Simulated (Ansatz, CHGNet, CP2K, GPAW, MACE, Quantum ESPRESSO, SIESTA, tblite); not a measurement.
# Running glassy 86SiO2-5SrO-5ZnO-5MgO (mol %) (63 atoms) with CP2K

How do the settings of CP2K change the result for glassy 86SiO2-5SrO-5ZnO-5MgO (mol %) (63 atoms)? A plane-wave run serves as the yardstick.

Calculated with CP2K 2026.2; the method is named at each step.

## 1. Starting point

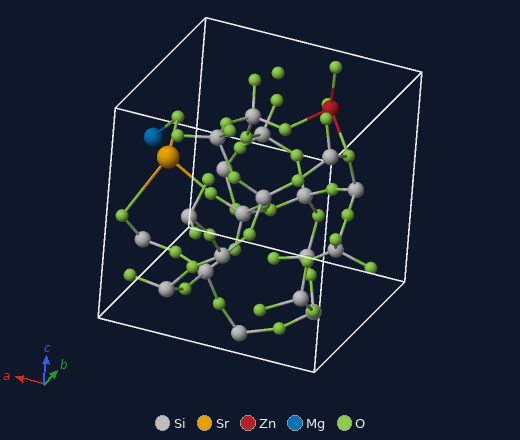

The cell as given, from a free direction (silicon light grey, strontium orange, zinc red, magnesium blue, oxygen green). Bonds to atoms that aren't drawn are left out. Some periodic images of atoms are drawn too.

The cell holds 63 atoms: 19 Si, 1 Sr, 1 Zn, 1 Mg and 41 O. Cell: a = 9.658 Å, b = 9.658 Å, c = 9.658 Å, α = 90.0°, β = 90.0°, γ = 90.0°. 63 atoms (19 Si, 1 Sr, 1 Zn, 1 Mg, 41 O) placed at random at 2.44 g/cm³, melted at 4000 K for 10 ps at fixed volume with the Morse and Coulomb pair potential with partial charges (Pedone, Malavasi, Menziani, Cormack and Segre, J. Phys. Chem. B 110, 11780 (2006)). Quenched from 4000 K to 300 K at 50 K/ps and fixed volume, held 10 ps at zero pressure. Then every atom was moved at random, 0.05 Å r.m.s. a Cartesian component.

The yardstick, on the same geometry:

* method: Kohn-Sham DFT, PBE, PAW, plane waves (Ansatz 0.2.0); cutoff 420 eV, Γ point, fermi-dirac smearing of 0.05 eV; PAW set soft_2
* r.m.s. force component: 2.63 eV/Å
* longest force: 12.41 eV/Å
* pressure: 5.5 GPa
* gap (highest filled to lowest empty level): 2.478 eV
* SCF cycles: 9
* time: 8.3 s on 4 threads of Arm Neoverse V1, shared host
* CPU time: 31 s

## 2. PBE, DZVP-MOLOPT-SR, 1200/50 Ry, diagonalisation

Method: Kohn-Sham DFT, PBE, GTH-PBE pseudopotentials, Gaussian and plane waves, DZVP-MOLOPT-SR-GTH, diagonalisation.

Input file input.inp:

```
&GLOBAL
  PROJECT cell
  RUN_TYPE ENERGY_FORCE
  PRINT_LEVEL LOW
&END GLOBAL
&FORCE_EVAL
  METHOD QS
  STRESS_TENSOR ANALYTICAL
  &DFT
    BASIS_SET_FILE_NAME BASIS_MOLOPT
    POTENTIAL_FILE_NAME GTH_POTENTIALS
    &MGRID
      CUTOFF 1200
      REL_CUTOFF 50
      NGRIDS 5
    &END MGRID
    &QS
      EPS_DEFAULT 1.0E-12
    &END QS
    &SCF
      SCF_GUESS ATOMIC
      EPS_SCF 5.0E-06
      MAX_SCF 200
      ADDED_MOS 14
      &DIAGONALIZATION
        ALGORITHM STANDARD
      &END DIAGONALIZATION
      &SMEAR ON
        METHOD FERMI_DIRAC
        ELECTRONIC_TEMPERATURE [K] 580
      &END SMEAR
      &MIXING
        METHOD BROYDEN_MIXING
        ALPHA 0.3
        NBROYDEN 12
      &END MIXING
      &PRINT
        &RESTART OFF
        &END RESTART
      &END PRINT
    &END SCF
    &XC
      &XC_FUNCTIONAL PBE
      &END XC_FUNCTIONAL
    &END XC
    &PRINT
      &MULLIKEN ON
      &END MULLIKEN
      &HIRSHFELD ON
        SHAPE_FUNCTION DENSITY
      &END HIRSHFELD
      &MO ON
        EIGENVALUES T
        OCCUPATION_NUMBERS T
        MO_INDEX_RANGE 166 189
        &EACH
          QS_SCF 0
        &END EACH
        ADD_LAST NUMERIC
      &END MO
    &END PRINT
  &END DFT
  &SUBSYS
    &CELL
      A 9.65803 0.00000 0.00000
      B 0.00000 9.65803 0.00000
      C 0.00000 0.00000 9.65803
    &END CELL
    &TOPOLOGY
      COORD_FILE_NAME structure.xyz
      COORD_FILE_FORMAT XYZ
    &END TOPOLOGY
    &KIND Si
      BASIS_SET DZVP-MOLOPT-SR-GTH-q4
      POTENTIAL GTH-PBE-q4
    &END KIND
    &KIND Sr
      BASIS_SET DZVP-MOLOPT-SR-GTH-q10
      POTENTIAL GTH-PBE-q10
    &END KIND
    &KIND Zn
      BASIS_SET DZVP-MOLOPT-SR-GTH-q12
      POTENTIAL GTH-PBE-q12
    &END KIND
    &KIND Mg
      BASIS_SET DZVP-MOLOPT-SR-GTH-q10
      POTENTIAL GTH-PBE-q10
    &END KIND
    &KIND O
      BASIS_SET DZVP-MOLOPT-SR-GTH-q6
      POTENTIAL GTH-PBE-q6
    &END KIND
  &END SUBSYS
  &PRINT
    &FORCES ON
    &END FORCES
    &STRESS_TENSOR ON
    &END STRESS_TENSOR
  &END PRINT
&END FORCE_EVAL
```

Input file structure.xyz:

```xyz
63

Si 5.77483 1.73835 2.40070
Si 7.90065 7.49743 5.51966
Si 3.46105 0.09668 0.86410
Si 2.75051 5.03299 0.51670
Si 1.15829 2.42494 1.43354
Si 5.13962 3.87895 4.29502
Si 6.75135 6.12821 0.98377
Si 7.90645 3.03011 0.46919
Si 4.80757 0.39965 7.92944
Si 4.46713 3.55811 8.25597
Si 3.42290 8.91079 5.18240
Si 5.91516 6.15497 7.59730
Si 8.09324 0.30181 3.89170
Si 2.44986 3.72800 5.88541
Si 5.40299 6.78873 3.70743
Si 9.09555 8.11110 1.31098
Si 1.33059 1.59715 4.27899
Si 2.17113 7.09431 2.03137
Si 1.35280 6.70596 5.15343
Sr 8.46072 3.44512 6.22711
Zn 3.09665 7.64105 8.04166
Mg 8.07382 0.46832 8.53113
O 6.86589 0.99381 3.32449
O 0.64699 7.31876 1.47497
O 4.81540 5.34050 4.20337
O 6.52564 3.61944 4.98007
O 6.83624 6.98681 4.17459
O 2.91682 5.88918 1.81030
O 1.43287 2.44242 3.05300
O 2.75408 8.54456 1.71720
O 4.14658 4.08960 0.02386
O 5.74189 6.41902 2.09183
O 2.31242 0.37270 4.48587
O 6.20210 9.41812 8.10772
O 7.19620 6.53907 6.75879
O 4.74837 6.92162 6.95813
O 9.38036 1.07330 4.31511
O 7.90075 2.70763 8.53895
O 5.02160 2.93411 3.08729
O 2.65625 6.11199 9.01519
O 9.43464 6.92046 5.46461
O 1.69218 3.81569 0.71469
O 4.41015 8.00216 4.23398
O 5.51860 4.54797 7.42712
O 2.95796 3.76586 7.58590
O 1.34643 2.58710 5.75223
O 4.68328 0.73391 1.63057
O 1.75361 7.05857 3.74490
O 2.25602 7.93243 5.95331
O 2.13085 1.18543 0.95257
O 7.77858 7.21339 1.20358
O 1.81986 5.20549 5.70509
O 6.02429 6.31490 9.16470
O 7.45252 4.66860 0.90670
O 7.94740 8.99143 5.17535
O 4.00760 9.63021 6.48054
[... 3 atom lines left out ...]
O 9.14133 9.12771 0.10363
O 4.80806 2.01785 8.21715
O 6.76738 2.17151 1.15645
O 9.31333 2.39336 1.02955
```

The run is started by

```
OMP_NUM_THREADS=2 cp2k.psmp -i input.inp > output.txt
```

Numbers of over 12 decimals in the logs are rounded to 6 here.

Log:

```text
CP2K| version string:                                       CP2K version 2026.2
 CP2K| Input file name                                                 input.inp
 GLOBAL| Basis set file name                                        BASIS_MOLOPT
 GLOBAL| Potential file name                                      GTH_POTENTIALS
 GLOBAL| Run type                                                   ENERGY_FORCE
 GLOBAL| Total number of message passing processes                             1
 GLOBAL| Number of threads for this process                                    2
 TOTAL NUMBERS AND MAXIMUM NUMBERS
  Total number of            - Atomic kinds:                                   5
                             - Atoms:                                         63
                             - Shell sets:                                    63
                             - Shells:                                       318
                             - Primitive Cartesian functions:                300
                             - Cartesian basis functions:                    894
                             - Spherical basis functions:                    828
  Maximum angular momentum of- Orbital basis functions:                        3
                             - Local part of the GTH pseudopotential:          2
                             - Non-local part of the GTH pseudopotential:      4
 SCF PARAMETERS         Density guess:                                    ATOMIC
                        max_scf:                                             200
                        eps_scf:                                        5.00E-06
                        added MOs                                        14    0
                        Mixing method:                            BROYDEN_MIXING
                                                charge density mixing in g-space
                        Smear method:                                FERMI_DIRAC
                        Electronic temperature [K]:                        580.0
                        Electronic temperature [a.u.]:                  1.84E-03
                        Accuracy threshold:                             1.00E-10
 Extrapolation method: initial_guess
 Number of electrons:                                                        354
 Number of occupied orbitals:                                                177
 Number of molecular orbitals:                                               191
 Number of orbital functions:                                                828
 Number of independent orbital functions:                                    828
 SCF WAVEFUNCTION OPTIMIZATION
  Step     Update method      Time    Convergence         Total energy    Change
     1 NoMix/Diag. 0.30E+00    5.8     1.97215238      -890.3302083207 -8.90E+02
     2 Broy./Diag. 0.30E+00    7.3     0.29727614      -822.8870191678  6.74E+01
     3 Broy./Diag. 0.30E+00    7.4     0.11279662      -877.5430173380 -5.47E+01
     4 Broy./Diag. 0.30E+00    7.5     0.02959464      -890.4899306102 -1.29E+01
[...]
13 Broy./Diag. 0.30E+00    8.5     0.00001666      -889.2979771657  1.04E-04
    14 Broy./Diag. 0.30E+00    8.7     0.00000370      -889.2979647304  1.24E-05
  *** SCF run converged in    14 steps ***
  Electronic density on regular grids:       -354.0000000000        0.0000000000
  Core density on regular grids:              353.9999999998       -0.0000000002
  Total charge density on r-space grids:       -0.0000000002
  Total charge density g-space grids:          -0.0000000002
  Overlap energy of the core charge distribution:               2.91907e-06
  Self energy of the core charge distribution:              -2182.243094
  Core Hamiltonian energy:                                    621.624774
  Hartree energy:                                             864.602403
  Exchange-correlation energy:                               -193.282051
  Electronic entropic energy:                                  -4.59e-12
  Fermi energy:                                                 0.147192
  Total energy:                                              -889.297965
  Total energy (extrapolated to T->0):                       -889.297965
 MO| EIGENVALUES AND OCCUPATION NUMBERS
 MO|
 MO|  Index      Eigenvalue [a.u.]        Eigenvalue [eV]             Occupation
 MO|    166               0.050564               1.375908               2.000000
 MO|    167               0.054284               1.477156               2.000000
 MO|    168               0.057602               1.567443               2.000000
[...]
MO|    188               0.308851               8.404263               0.000000
 MO|    189               0.317175               8.630782               0.000000
 MO| Sum:                                                             354.000000
 MO| E(Fermi):            0.147192 a.u.          4.005293 eV
 !-----------------------------------------------------------------------------!
                     Mulliken Population Analysis
 #  Atom  Element  Kind  Atomic population                           Net charge
       1     Si       1          3.099257                              0.900743
       2     Si       1          3.072943                              0.927057
       3     Si       1          3.098971                              0.901029
[...]
62     O        5          6.401174                             -0.401174
      63     O        5          6.412599                             -0.412599
 # Total charge                            354.000000                  0.000000
 !-----------------------------------------------------------------------------!
 !-----------------------------------------------------------------------------!
                           Hirshfeld Charges
  #Atom  Element  Kind  Ref Charge     Population                    Net charge
      1       Si     1       4.000          3.406                         0.594
      2       Si     1       4.000          3.384                         0.616
      3       Si     1       4.000          3.447                         0.553
[...]
62       O      5       6.000          6.280                        -0.280
     63       O      5       6.000          6.260                        -0.260
  Total Charge                                                            0.000
 !-----------------------------------------------------------------------------!
 ENERGY| Total FORCE_EVAL ( QS ) energy [hartree]           -889.298010
 FORCES| Atomic forces [hartree/bohr]
 FORCES|   Atom     x               y               z               |f|
 FORCES|      1  1.32050033E-02 -6.70363582E-03 -5.95770185E-02   6.13899990E-02
 FORCES|      2 -6.09933023E-02 -1.15000876E-01 -1.65024999E-02   1.31216298E-01
 FORCES|      3 -8.73123965E-02  4.35823642E-02  9.21208341E-02   1.34198082E-01
[...]
FORCES|     62 -3.15573401E-02 -1.86640655E-02  1.59450997E-02   3.99807361E-02
 FORCES|     63 -3.37564723E-02 -4.34906215E-04  6.31805059E-03   3.43453975E-02
 FORCES| Sum     3.79709526E-03 -2.33964910E-03  6.61651368E-03
 FORCES| Total atomic force                                       7.97935734E-03
 STRESS| Analytical stress tensor [bar]
 STRESS|                        x                   y                   z
 STRESS|      x        5.29050081031E+04   1.00912204343E+04   6.64259039492E+03
 STRESS|      y        1.00912204343E+04   6.16107786460E+04  -2.95145605102E+03
 STRESS|      z        6.64259039492E+03  -2.95145605102E+03   5.24398138976E+04
 STRESS| 1/3 Trace                                             5.56518668823E+04
```

The job ended after 2.2 min (2 threads of Arm Neoverse V1, shared host; peak memory 8 GiB; 4 min of CPU time).

Banners, paths, timers and routine set-up lines are dropped from the logs unmarked, and long logs keep their key lines alone; longer cuts are marked.

Against the reference:

| Quantity | Value |
| --- | --- |
| r.m.s. force component | 2.609 eV/Å |
| r.m.s. difference of force components | 117.6 meV/Å |
| longest difference of force vectors | 431.8 meV/Å |
| force difference over r.m.s. force | 4.47 % |
| slope of forces against the reference's | 0.9911 |
| correlation of force components | 0.999 |
| gap (highest filled to lowest empty level) | 2.442 eV |
| gap difference | -0.0358 eV |
| pressure | 5.565 GPa |
| pressure difference | 0.0656 GPa |

Length of the force difference by element (eV/Å):

```csv
element,atoms,mean,most
Mg,1,0.36,0.36
O,41,0.14,0.42
Si,19,0.24,0.43
Sr,1,0.12,0.12
Zn,1,0.11,0.11
```

Levels nearest the highest filled one (eV from it): -1.41, -1.31, -1.22, -1.15, -1.05, -0.88, -0.79, -0.75, -0.66, -0.59, -0.39, 0.00, 2.44, 3.42, 4.06, 4.36, 4.44, 4.88, 5.00, 5.15, 5.23, 5.38, 5.62, 5.85.

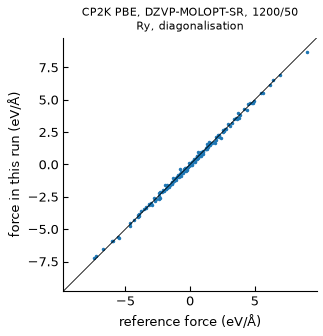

Force components against those of the reference; the line marks equality.

A closer look about O26, whose charge lies farthest from its element's mean: 9 atoms, nearest first, numbered in the order of the input, with positions taken from that point.

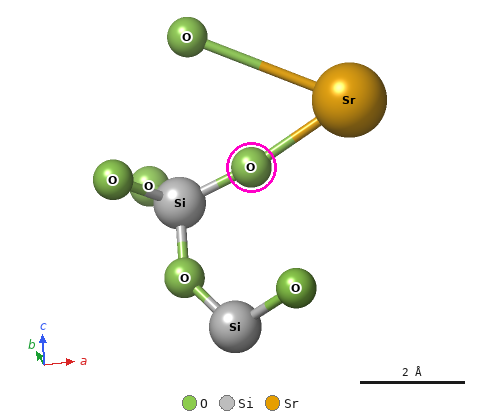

The atoms of the table, within 3.3 Å (arrows a, b, c point along x, y, z); some may hide others; the central atom is ringed.

| atom | x | y | z | distance (Å) | bonds | Hirshfeld charge (e) | Fx | Fy | Fz (eV/Å) |
| --- | --- | --- | --- | --- | --- | --- | --- | --- | --- |
| O26 | 0.00 | 0.00 | 0.00 | 0.00 | 2 | -0.45 | 1.69 | -0.62 | 0.51 |
| Si6 | -1.39 | 0.26 | -0.69 | 1.57 | 4 | 0.47 | 0.96 | -2.62 | 4.76 |
| Sr20 | 1.94 | -0.17 | 1.25 | 2.31 | 3 | 0.69 | -1.09 | 0.66 | 0.21 |
| O39 | -1.50 | -0.69 | -1.89 | 2.51 | 2 | -0.26 | -0.87 | -2.06 | -4.00 |
| O25 | -1.71 | 1.72 | -0.78 | 2.55 | 2 | -0.27 | -1.78 | 6.13 | -1.01 |
| O57 | -2.77 | -0.30 | 0.10 | 2.79 | 2 | -0.29 | -0.30 | -0.47 | -0.23 |
| O44 | -1.01 | 0.93 | 2.45 | 2.80 | 2 | -0.28 | 0.63 | -1.68 | 0.45 |
| O23 | 0.34 | -2.63 | -1.66 | 3.12 | 2 | -0.25 | -3.43 | 1.21 | 0.62 |
| Si1 | -0.75 | -1.88 | -2.58 | 3.28 | 4 | 0.59 | 0.68 | -0.34 | -3.06 |

Forces lie 4.5 % from the reference's, at 7.7 times its CPU time (on 2 against 4 cores).

## 3. PBE, DZVP-MOLOPT-SR, 1200/50 Ry, TRS4 filter 1e-03, SCF 1e-04

Method: Kohn-Sham DFT, PBE, GTH-PBE pseudopotentials, Gaussian and plane waves, DZVP-MOLOPT-SR-GTH, linear-scaling purification of the density matrix.

Changes to input.inp since step 2:

```diff
@@ -17,26 +17,14 @@
     &QS
-      EPS_DEFAULT 1.0E-12
+      EPS_DEFAULT 1.0E-10
+      LS_SCF T
     &END QS
-    &SCF
-      SCF_GUESS ATOMIC
-      EPS_SCF 5.0E-06
-      MAX_SCF 200
-      ADDED_MOS 14
-      &DIAGONALIZATION
-        ALGORITHM STANDARD
-      &END DIAGONALIZATION
-      &SMEAR ON
-        METHOD FERMI_DIRAC
-        ELECTRONIC_TEMPERATURE [K] 580
-      &END SMEAR
-      &MIXING
-        METHOD BROYDEN_MIXING
-        ALPHA 0.3
-        NBROYDEN 12
-      &END MIXING
-      &PRINT
-        &RESTART OFF
-        &END RESTART
-      &END PRINT
-    &END SCF
+    &LS_SCF
+      PURIFICATION_METHOD TRS4
+      EPS_FILTER 1.0E-03
+      EPS_SCF 1.0E-04
+      MAX_SCF 60
+      S_PRECONDITIONER ATOMIC
+      MIXING_FRACTION 0.45
+      REPORT_ALL_SPARSITIES F
+    &END LS_SCF
     &XC
@@ -48,14 +36,2 @@
       &END MULLIKEN
-      &HIRSHFELD ON
-        SHAPE_FUNCTION DENSITY
-      &END HIRSHFELD
-      &MO ON
-        EIGENVALUES T
-        OCCUPATION_NUMBERS T
-        MO_INDEX_RANGE 166 189
-        &EACH
-          QS_SCF 0
-        &END EACH
-        ADD_LAST NUMERIC
-      &END MO
     &END PRINT
```

structure.xyz is that of step 2.

Log:

```text
CP2K| version string:                                       CP2K version 2026.2
 CP2K| Input file name                                                 input.inp
 GLOBAL| Basis set file name                                        BASIS_MOLOPT
 GLOBAL| Potential file name                                      GTH_POTENTIALS
 GLOBAL| Run type                                                   ENERGY_FORCE
 GLOBAL| Total number of message passing processes                             1
 GLOBAL| Number of threads for this process                                    2
[... lines left out ...]
 Re-scaling the density matrix to get the right number of electrons
[... lines left out ...]
 SCF run converged in     9 steps.
[... lines left out ...]
      63     O        5          6.400662                             -0.400662
 # Total charge                            354.343442                 -0.343442
 !-----------------------------------------------------------------------------!
 ENERGY| Total FORCE_EVAL ( QS ) energy [hartree]           -889.156819
 FORCES| Atomic forces [hartree/bohr]
 FORCES|   Atom     x               y               z               |f|
 FORCES|      1  1.55759497E-02 -9.72824264E-03 -6.02541431E-02   6.29905602E-02
 FORCES|      2 -5.14200893E-02 -1.02030179E-01 -1.83470298E-02   1.15718609E-01
 FORCES|      3 -8.92637542E-02  4.41842636E-02  8.97955927E-02   1.34102630E-01
[...]
FORCES|     62 -3.18899722E-02 -1.76442261E-02  1.76978236E-02   4.05154538E-02
 FORCES|     63 -2.97802824E-02  1.31213846E-03  8.50559923E-03   3.09989055E-02
 FORCES| Sum     3.94337772E-03 -2.36426401E-03  6.97668803E-03
 FORCES| Total atomic force                                       8.35548611E-03
 STRESS| Analytical stress tensor [bar]
 STRESS|                        x                   y                   z
 STRESS|      x        6.23486141649E+04   8.04327540706E+03   6.05988276728E+03
 STRESS|      y        8.04327540706E+03   6.69405690984E+04  -3.35063467974E+03
 STRESS|      z        6.05988276728E+03  -3.35063467974E+03   5.82231985967E+04
 STRESS| 1/3 Trace                                             6.25041272867E+04
```

Elapsed: 86 s, on 2 threads; peak memory 3.6 GiB.

Numbers from this run, and their distance from the reference:

```yaml
r_m_s_force_component: 2.588 eV/Å
r_m_s_difference_of_force_components: 319.9 meV/Å
longest_difference_of_force_vectors: 2551 meV/Å
force_difference_over_r_m_s_force: 12.16 %
slope_of_forces_against_the_reference_s: 0.9768
correlation_of_force_components: 0.9926
pressure: 6.25 GPa
pressure_difference: 0.7508 GPa
energy_less_the_same_level_run_s: 60.98 meV/atom
r_m_s_force_difference_from_the_same_level_run: 329.5 meV/Å
```

This is a coarse setting, run to see what it loses.

Against the first run (4.5 %), the force difference from the reference is 12 %, at 0.67 times the CPU time (9 SCF steps against 14).

[end of part 1 of 2]

[Also dropped from logs without a mark: logging warnings of Python, and SIESTA's first energy breakdown and zero terms.]

[Logs are printed without paths, hosts, clocks, repeated set-up lines and the standing remarks that a program may print on its own settings, such as how far it seeks lower states.]

[Hosts, paths, dates, database ids (printed as entryN), source tags and the programs' standing remarks are cut or masked in the printed files.]
